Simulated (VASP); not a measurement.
```yaml
crystal:
  lattice:
    - [4.59034, 0.00000, 0.00000]
    - [0.00000, 4.59034, 0.00000]
    - [0.00000, 0.00000, 3.02931]
  atoms:
    - { symbol: Mg, position: [0.00000, 0.00000, 0.00000] }
    - { symbol: Mg, position: [0.50000, 0.50000, 0.50000] }
    - { symbol: F, position: [0.30280, 0.30280, 0.00000] }
    - { symbol: F, position: [0.80280, 0.19720, 0.50000] }
    - { symbol: F, position: [0.19720, 0.80280, 0.50000] }
    - { symbol: F, position: [0.69720, 0.69720, 0.00000] }
```

Computed with r2SCAN+rVV10, VASP's PBE PAW potentials (set 64) (plane waves; VASP). Run with 520 eV cut-off, 6×6×8 Γ-centred mesh, tetrahedra with Blöchl corrections, potentials Mg F.

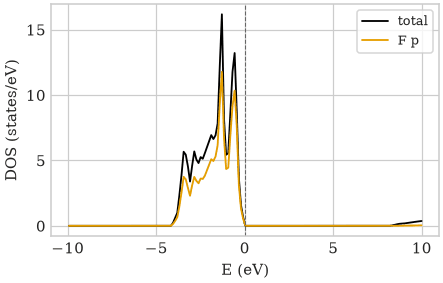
Fig. 1. Total and projected density of states, zero at the valence-band maximum

Within 2 eV below the valence-band maximum the largest weight inside VASP's projection spheres is F p.

The gap is direct, 8.08 eV, from the valence maximum at Γ to the conduction minimum at Γ.

The compound is MgF2 in the rutile structure. It was relaxed first.
